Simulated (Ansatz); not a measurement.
# Decaying states in the gap of In2Br3Cl3, part 2 of 4

A new crystal, In2Br3Cl3: structure, gap and complex bands. It is built by putting Br for part of the Cl in the InCl3 structure of space group P6_3/mmc, with the volume rescaled by atomic radii. The parent structure comes from the Materials Project.

Ansatz 0.2.0; r2SCAN DFT, plane waves, PAW files (the session's first sound run).

So far. Step 2 (Cell and atoms at rest): The largest force component on a free atom ends at 0.011 eV/Å.

The structure was built from a prototype and need not be the compound's stable phase.

### 3. The bulk crystal and its band edges

The energy window and the wavevectors of the next steps follow from the band edges, so these are searched first, off the mesh as well.

The input, input.yaml:

```yaml
crystal:
  lattice:
    - [10.5240780354, 0.9807050259, 0.0]
    - [-4.4127235516, 5.9847943275, 0.0]
    - [0.0, 0.0, 3.5222783924]
  atoms:
    - { symbol: In, position: [0.7243549425, 0.4195572632, 0.25] }
    - { symbol: In, position: [0.2727974214, 0.5837854518, 0.75] }
    - { symbol: Br, position: [0.8337518495, 0.2563502624, 0.75] }
    - { symbol: Br, position: [0.4957104766, 0.252693524, 0.75] }
    - { symbol: Cl, position: [0.8308970544, 0.7157216976, 0.75] }
    - { symbol: Cl, position: [0.1717696193, 0.7331567331, 0.25] }
    - { symbol: Br, position: [0.5014030095, 0.7515487339, 0.25] }
    - { symbol: Cl, position: [0.1693156269, 0.287186334, 0.25] }
kpoints:
  mp_grid: { grid: [4, 4, 6] }
  band_path: { path: [VBM, CBM], npoints: 30 }
scf:
  occupations: { method: fixed }
hamiltonian:
  xc: r2scan
output:
  eigenvalues: true
  write_potential: true
  write_density: true
  volumetric_format: npy
  elf: true
```

Launch:

```
$ ansatz run input.yaml --threads 2 --pin off --max-ram 4096MiB --backend cpu --events-out ev --progress --plain --runs-dir out
```

Numbers of over 12 decimals in the logs are rounded to 6 here.

The program printed:

```text
[...]
Crystal: 8 atoms, lattice volume = 237.092 Å³
Basis set: ecut = 500 eV, 6021 PW (Γ), exchange–correlation on 320×240×108 points (64 copies of the dense FFT grid, shifted against one another)
Bands: 42, of which v1, the nominal top of the filled ones, is band 34 counted from 1 (33 counted from 0)
Symmetry: 2 space group operations
[...]
k-points: 40 of 96 (time reversal used)
[...]
SCF iter   1: F=—  HF=-22861.310694 eV  |F-HF|=—  |Δ(HF+E_count)|=         —  Δρ=6.37e-3  dr2=1.05e-1  dr2_τ=3.21e-2  ethr=1.77e-3  ⟨swp⟩=5.1  Hψ=6007  notcnv=0  defer=240
[...]
SCF iter   6: F=-22861.346170 eV  HF=-22861.346170 eV  |F-HF|=4.29e-8  |Δ(HF+E_count)|=   1.11e-6  Δρ=5.59e-6  dr2=9.12e-8  dr2_τ=7.97e-9  ethr=1.47e-10  ⟨swp⟩=12.4  Hψ=9556  notcnv=0
SCF 1 converged in 6 iterations: F = -22861.346170 eV  dr2 = 9.12e-8
[...]
NSCF: frozen V_eff on 80 k-points
[...]
SCF converged after 6 iterations
Free energy (F): -22861.346170 eV
[...]
Internal energy: -22861.346170 eV  (E = F + TS)
E sigma→0 (E₀):  -22861.346170 eV
Fermi energy:    2.313464 eV
[...]
--- Band table (eV; the first three rows and the last of 40) ---
  k-point 0: bands = [... 30 lower, 1.9195, 1.9909, 2.1382, 2.2963, 4.9463, 5.6763, 8.3520, 8.7235, ... 4 higher]
  k-point 1: bands = [... 30 lower, 1.4708, 1.5941, 1.9299, 1.9997, 5.6343, 5.8926, 8.8683, 9.2909, ... 4 higher]
  k-point 2: bands = [... 30 lower, 1.5570, 1.6964, 1.8775, 1.9555, 5.2244, 5.4110, 8.7949, 8.9548, ... 4 higher]
  k-point 39: bands = [... 30 lower, 1.5420, 1.6494, 1.7722, 1.9238, 4.8597, 4.9799, 8.3390, 8.4920, ... 4 higher]
```

The job ended after 3.1 min (2 threads of Arm Neoverse V2, shared host; peak memory 1.3 GiB; 6.2 min of CPU time).

Numbers from this step:

```
Fermi energy        : 2.313 eV
gap on the k-mesh   : 2.391 eV
gap on path         : 2.391 eV, by band count; negative where bands overlap
direct gap on path  : 2.753 eV
edge places on path : 0, 1.019 1/A along the path
```

The electronic bands at the labelled points (eV, zero at the Fermi level (highest filled level under fixed occupations); v1 is the highest filled band, c1 the lowest empty one):

| point | v4 | v3 | v2 | v1 | c1 | c2 | c3 | c4 |
| --- | --- | --- | --- | --- | --- | --- | --- | --- |
| VBM | -0.52 | -0.41 | -0.19 | 0.00 | 3.19 | 3.34 | 6.11 | 6.51 |
| CBM | -0.73 | -0.58 | -0.54 | -0.36 | 2.39 | 2.56 | 6.08 | 6.18 |

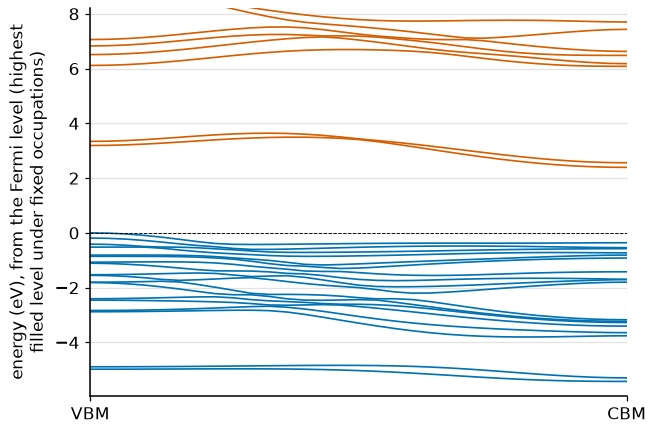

Electronic bands along the path; lines of filled and empty bands in two colours.

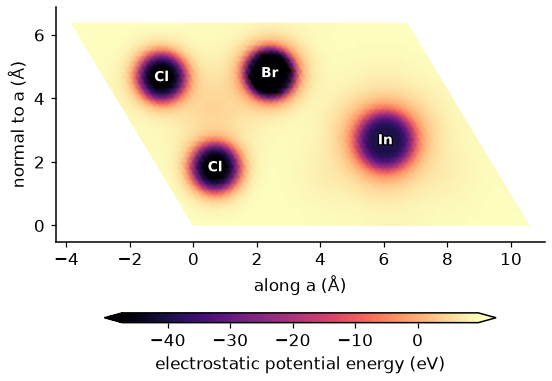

Electrostatic potential energy in the ab plane at fractional z = 0.250, with atoms of In and Cl and Br within 0.2 Å of it. With pseudopotentials it is smooth inside the atoms' cores, unlike the true potential.

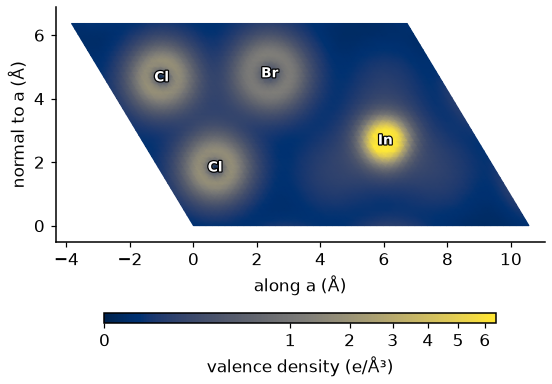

Valence density in the ab plane at fractional z = 0.250, with atoms of In and Cl and Br within 0.2 Å of it. It is the smooth field of the valence electrons, not physical close to the nuclei. The colour scale is stretched toward low values.

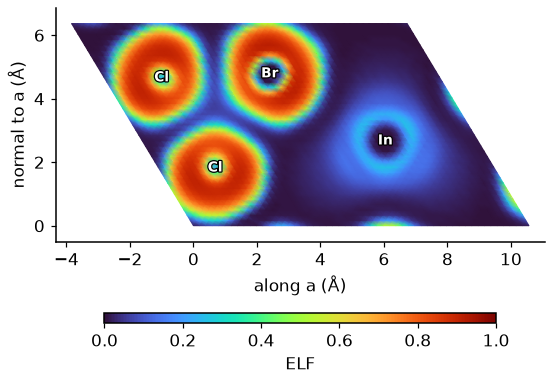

ELF in the ab plane at fractional z = 0.250, with atoms of In and Cl and Br within 0.2 Å of it. It is the smooth field of the valence electrons, not physical close to the nuclei.

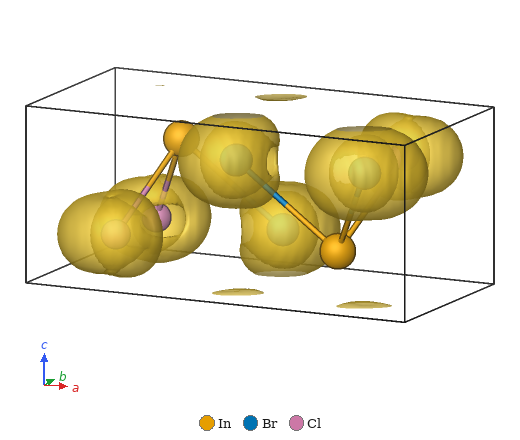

Surface of ELF = 0.84.

The searched edges give 2.39 eV, as on the mesh.

### 4. Complex bands, plane (001), k-mesh 6×4×4

This step: r2SCAN DFT, plane waves, PAW files; complex bands by layer matching along the plane's normal (Ansatz 0.2.0).

The same crystal is laid in a cell whose first two vectors span the (001) plane (indices of the standard conventional cell, whose axes can be ordered otherwise than in the bulk input). At fixed energy and wavevector in the plane the solver finds all kz, real and complex. A few wavevectors are listed, (0, 0) and (-0.5, 0) in units of the plane's reciprocal vectors; the slowest state needn't be among them.

The input, input.yaml:

```yaml
crystal:
  lattice:
    - [3.522278392, 0.0, 0.0]
    - [0.0, 10.569673639, 0.0]
    - [0.0, 6.731283684, 6.368410699]
  atoms:
    - { symbol: In, position: [0.25, 0.3047976793, 0.4195572632] }
    - { symbol: In, position: [0.75, 0.6890119696, 0.5837854518] }
    - { symbol: Br, position: [0.75, 0.5774015871, 0.2563502624] }
    - { symbol: Br, position: [0.75, 0.2430169526, 0.252693524] }
    - { symbol: Cl, position: [0.75, 0.1151753568, 0.7157216976] }
    - { symbol: Cl, position: [0.25, 0.4386128862, 0.7331567331] }
    - { symbol: Br, position: [0.25, 0.7498542756, 0.7515487339] }
    - { symbol: Cl, position: [0.25, 0.8821292929, 0.287186334] }
kpoints:
  mp_grid: { grid: [6, 4, 4] }
scf:
  occupations: { method: fixed }
hamiltonian:
  xc: r2scan
output:
  eigenvalues: true
  transmission:
    leads: [[0, 0]]
    kpoints: [[0.0, 0.0], [-0.5, 0.0]]
    e_range: [-1.0, 3.39]
    de: 0.07
```

The program printed:

```text
[...]
Crystal: 8 atoms, lattice volume = 237.092 Å³
Basis set: ecut = 500 eV, 6021 PW (Γ), exchange–correlation on 108×320×288 points (64 copies of the dense FFT grid, shifted against one another)
Bands: 42, of which v1, the nominal top of the filled ones, is band 34 counted from 1 (33 counted from 0)
Symmetry: 2 space group operations
[...]
k-points: 40 of 96 (time reversal used)
[...]
SCF iter   1: F=—  HF=-22861.310702 eV  |F-HF|=—  |Δ(HF+E_count)|=         —  Δρ=6.37e-3  dr2=1.05e-1  dr2_τ=3.21e-2  ethr=1.77e-3  ⟨swp⟩=5.1  Hψ=5997  notcnv=0  defer=240
[...]
SCF iter   6: F=-22861.346170 eV  HF=-22861.346170 eV  |F-HF|=4.01e-8  |Δ(HF+E_count)|=   1.10e-6  Δρ=5.57e-6  dr2=9.23e-8  dr2_τ=8.14e-9  ethr=1.47e-10  ⟨swp⟩=12.4  Hψ=9527  notcnv=0
SCF 1 converged in 6 iterations: F = -22861.346170 eV  dr2 = 9.23e-8
[...]
transmission: 11 of 22 steps passed
transmission: 22 of 22 steps passed
SCF converged after 6 iterations
Free energy (F): -22861.346170 eV
[...]
Internal energy: -22861.346170 eV  (E = F + TS)
E sigma→0 (E₀):  -22861.346170 eV
Fermi energy:    2.313463 eV
[...]
--- Band table (eV; the first three rows and the last of 40) ---
  k-point 0: bands = [... 30 lower, 1.9195, 1.9909, 2.1383, 2.2963, 4.9463, 5.6763, 8.3520, 8.7235, ... 4 higher]
  k-point 1: bands = [... 30 lower, 1.8621, 1.9121, 2.1280, 2.3057, 5.2484, 5.6596, 8.3535, 8.7532, ... 4 higher]
  k-point 2: bands = [... 30 lower, 1.7919, 1.9006, 2.1233, 2.3135, 5.5034, 5.6538, 8.4276, 8.8241, ... 4 higher]
  k-point 39: bands = [... 30 lower, 1.5969, 1.7436, 1.8049, 1.9414, 4.7646, 4.9103, 8.3530, 8.5082, ... 4 higher]
--- Transmission ---
  basis      : 399 plane waves across, 11 finite elements along
  points     : 2, as listed
  energies   : 63 from -1.000000 to 3.340000 eV about the Fermi level, 0.070000 eV apart; the leads are filled to 1.195291 eV, and channels, transmission and decay are at 1.170000 eV
  crystal 0  : Br3Cl3In2, at the sites [0, 0], period 6.3684 Å: whole cells are its period
    offset         : up to 0.0000 Å between an atom of the period and one for which it stands
    channels       : 0.000000e0 a spin
    conductance    : none, the energies end too early or step too widely for 300 K: set another output.transmission.e_range or a lower de, or, where they end at an eighth of basis.ecutwfc, a higher one
    slowest decay  : 0.2946 /Å at (0.0000, 0.0000)
```

It took 3.4 min on 2 threads; peak memory 2 GiB.

Numbers from this step:

```
level to which the leads are filled                       : 1.195 eV from the Fermi level
decay constant at the filling level, zone centre          : 0.2946 Å⁻¹
decay constant at the filling level, slowest listed point : 0.2946 Å⁻¹
```

K parallel (0, 0); values up to 1.5 1/Å, a degenerate pair printed once or twice; energies at which all values exceed this have no row. Table of Im kz of the slowest decaying states by energy, zero at the highest filled level on the SCF mesh:

| energy (eV) | decay 1 (Å⁻¹) | decay 2 (Å⁻¹) | decay 3 (Å⁻¹) | decay 4 (Å⁻¹) |
| --- | --- | --- | --- | --- |
| -1.0000 | 0.166 | 0.213 | 0.268 | 0.509 |
| -0.7200 | 0.221 | 0.253 | 0.286 | 0.366 |
| -0.5100 | 0.295 | 0.353 | 0.388 | 0.432 |
| -0.2300 | 0.121 | 0.297 | 0.331 | 0.359 |
| -0.0200 | 0.109 | 0.194 | 0.369 | 0.390 |
| 0.2600 | 0.244 | 0.414 | 0.420 | 0.475 |
| 0.4700 | 0.267 | 0.437 | 0.437 | 0.490 |
| 0.7500 | 0.285 | 0.453 | 0.459 | 0.504 |
| 1.0300 | 0.294 | 0.464 | 0.476 | 0.514 |
| 1.2400 | 0.294 | 0.470 | 0.486 | 0.518 |
| 1.5200 | 0.287 | 0.475 | 0.496 | 0.521 |
| 1.7300 | 0.276 | 0.475 | 0.501 | 0.522 |
| 2.0100 | 0.249 | 0.473 | 0.504 | 0.522 |
| 2.2200 | 0.216 | 0.468 | 0.502 | 0.522 |
| 2.5000 | 0.134 | 0.458 | 0.492 | 0.523 |
| 2.7800 | 0.438 | 0.476 | 0.523 | 0.831 |
| 2.9900 | 0.413 | 0.456 | 0.523 | 0.834 |
| 3.2700 | 0.150 | 0.307 | 0.401 | 0.521 |

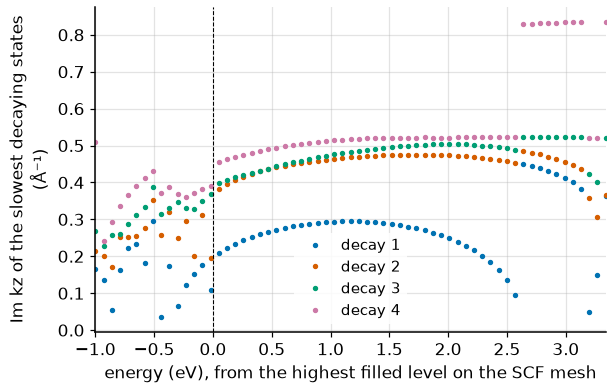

Im kz of the slowest decaying states against energy.

K parallel (-0.5, 0); values up to 1.5 1/Å, a degenerate pair printed once or twice; energies at which all values exceed this have no row. Table of Im kz of the slowest decaying states by energy, zero at the highest filled level on the SCF mesh:

| energy (eV) | decay 1 (Å⁻¹) | decay 2 (Å⁻¹) | decay 3 (Å⁻¹) | decay 4 (Å⁻¹) |
| --- | --- | --- | --- | --- |
| -1.000 | 0.211 | 0.324 | 0.348 | 0.501 |
| -0.510 | 0.145 | 0.225 | 0.308 | 0.334 |
| -0.020 | 0.311 | 0.418 | 0.431 | 0.436 |
| 0.470 | 0.404 | 0.471 | 0.472 | 0.482 |
| 1.030 | 0.451 | 0.482 | 0.503 | 0.511 |
| 1.520 | 0.462 | 0.467 | 0.515 | 0.521 |
| 2.010 | 0.384 | 0.452 | 0.517 | 0.521 |
| 2.500 | 0.231 | 0.505 | 0.508 | 0.549 |
| 2.990 | 0.480 | 0.487 | 0.549 | 0.577 |

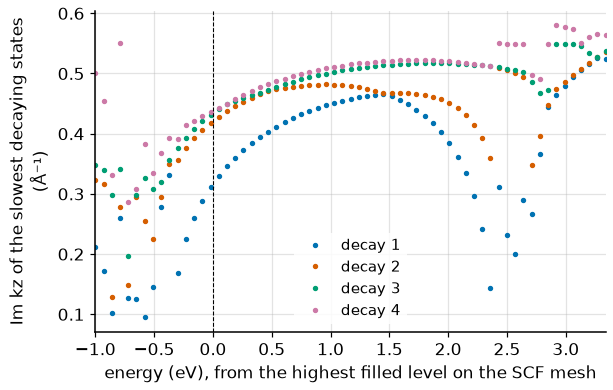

Im kz of the slowest decaying states against energy.

At the listed wavevectors the last open channel is at -0.37 eV and the next at +2.43 eV on the grid, wider than the gap, since narrow bands can fall between grid energies. At +1.17 eV, the grid energy nearest the filling level (the middle of the gap on the SCF mesh), the slowest state at the listed wavevectors decays with κ = 0.295 Å⁻¹, its amplitude falling by e over 3.4 Å. Through 1 nm of this crystal that state's transmission falls by exp(−2 × 0.295 Å⁻¹ × 10 Å) = 0.0028.

### 5. Decay over the two-dimensional zone

The listed points could miss the slowest state, so one energy near mid-gap is solved on a mesh of 8×4.

Changes to input.yaml since step 4:

```diff
@@ -22,6 +22,2 @@
   eigenvalues: true
-  transmission:
-    leads: [[0, 0]]
-    kpoints: [[0.0, 0.0], [-0.5, 0.0]]
-    e_range: [-1.0, 3.39]
-    de: 0.07
+  transmission: { leads: [[0, 0]], kmesh: [8, 4], e_range: [1.2, 1.21], de: 0.05 }
```

The program printed:

```text
[...]
Crystal: 8 atoms, lattice volume = 237.092 Å³
Basis set: ecut = 500 eV, 6021 PW (Γ), exchange–correlation on 108×320×288 points (64 copies of the dense FFT grid, shifted against one another)
Bands: 42, of which v1, the nominal top of the filled ones, is band 34 counted from 1 (33 counted from 0)
Symmetry: 2 space group operations
[...]
k-points: 40 of 96 (time reversal used)
[...]
SCF iter   1: F=—  HF=-22861.310702 eV  |F-HF|=—  |Δ(HF+E_count)|=         —  Δρ=6.37e-3  dr2=1.05e-1  dr2_τ=3.21e-2  ethr=1.77e-3  ⟨swp⟩=5.1  Hψ=5997  notcnv=0  defer=240
[...]
SCF iter   6: F=-22861.346170 eV  HF=-22861.346170 eV  |F-HF|=4.01e-8  |Δ(HF+E_count)|=   1.10e-6  Δρ=5.57e-6  dr2=9.23e-8  dr2_τ=8.14e-9  ethr=1.47e-10  ⟨swp⟩=12.4  Hψ=9527  notcnv=0
SCF 1 converged in 6 iterations: F = -22861.346170 eV  dr2 = 9.23e-8
[...]
transmission: 22 of 165 steps passed
transmission: 44 of 165 steps passed
[...]
transmission: 165 of 165 steps passed
SCF converged after 6 iterations
Free energy (F): -22861.346170 eV
[...]
Internal energy: -22861.346170 eV  (E = F + TS)
E sigma→0 (E₀):  -22861.346170 eV
Fermi energy:    2.313463 eV
[...]
--- Band table (eV; the first three rows and the last of 40) ---
  k-point 0: bands = [... 30 lower, 1.9195, 1.9909, 2.1383, 2.2963, 4.9463, 5.6763, 8.3520, 8.7235, ... 4 higher]
  k-point 1: bands = [... 30 lower, 1.8621, 1.9121, 2.1280, 2.3057, 5.2484, 5.6596, 8.3535, 8.7532, ... 4 higher]
  k-point 2: bands = [... 30 lower, 1.7919, 1.9006, 2.1233, 2.3135, 5.5034, 5.6538, 8.4276, 8.8241, ... 4 higher]
  k-point 39: bands = [... 30 lower, 1.5969, 1.7436, 1.8049, 1.9414, 4.7646, 4.9103, 8.3530, 8.5082, ... 4 higher]
--- Transmission ---
  basis      : 399 plane waves across, 11 finite elements along
  points     : 15, standing for a mesh of 8 x 4
  energies   : 1 from 1.200000 to 1.200000 eV about the Fermi level; the leads are filled to 1.195291 eV, and channels, transmission and decay are at 1.200000 eV
  crystal 0  : Br3Cl3In2, at the sites [0, 0], period 6.3684 Å: whole cells are its period
[...]
channels       : 0.000000e0 a spin
    conductance    : none, crystal 0 has no channel at the energies, or these end too early or step too widely for 300 K: set another output.transmission.e_range or a lower de, or, where they end at an eighth of basis.ecutwfc, a higher one
    slowest decay  : 0.2946 /Å at (0.0000, 0.0000)
```

Elapsed: 2.5 min, on 2 threads; peak memory 2 GiB; 4.9 min of CPU time.

This step gave:

* least decay constant on the mesh: 0.2946 Å⁻¹

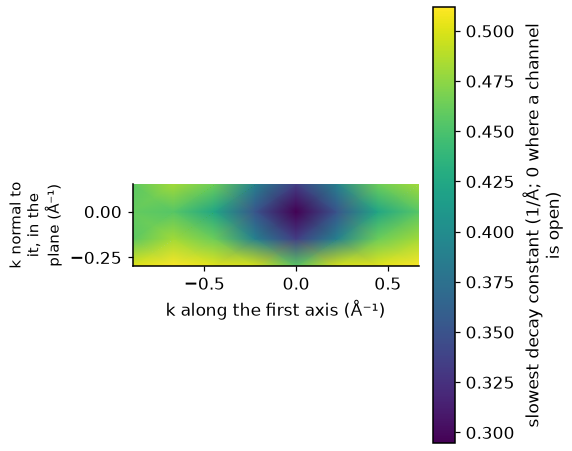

Slowest decay constant (1/Å; 0 where a channel is open) over k1 and k2. At 1.2000 eV from the Fermi level.

The least value on the mesh is 0.295 Å⁻¹ at +1.20 eV. At that energy the listed points give about 0.294 Å⁻¹ by interpolation, so the mesh holds no clearly slower state.

(Continued in part 3 of 4.)

[Logs are printed without paths, hosts, clocks, repeated set-up lines and the standing remarks that a program may print on its own settings, such as how far it seeks lower states.]

[Hosts, paths, dates, database ids (printed as entryN), source tags and the programs' standing remarks are cut or masked in the printed files.]

[New means built here by substitution; the compound itself may be known and measured.]
